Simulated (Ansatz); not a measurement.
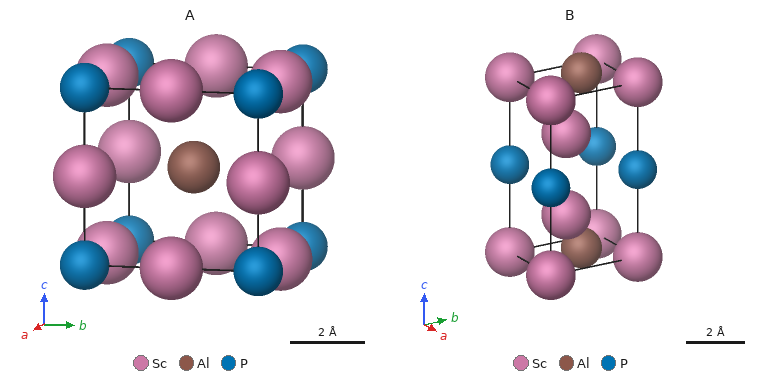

Two structures of Sc3AlP, each relaxed to rest (conventional cells in solid outline, small ones repeated, not to one scale). Method: Ansatz, DFT PBE, scalar-relativistic, plane waves, PAW, without spin polarisation.

> Identify the two structures.

A: cubic antiperovskite, Pm-3m. B: 5 atoms a cell on a primitive hexagonal lattice, P-6m2.

> Which form lies lower?

A is lower, by 274 meV/atom at this level of theory (energies at zero smearing). Volumes: A 22.9, B 21.9 Å³/atom.

One or both may be structure types tried for this composition rather than known phases.
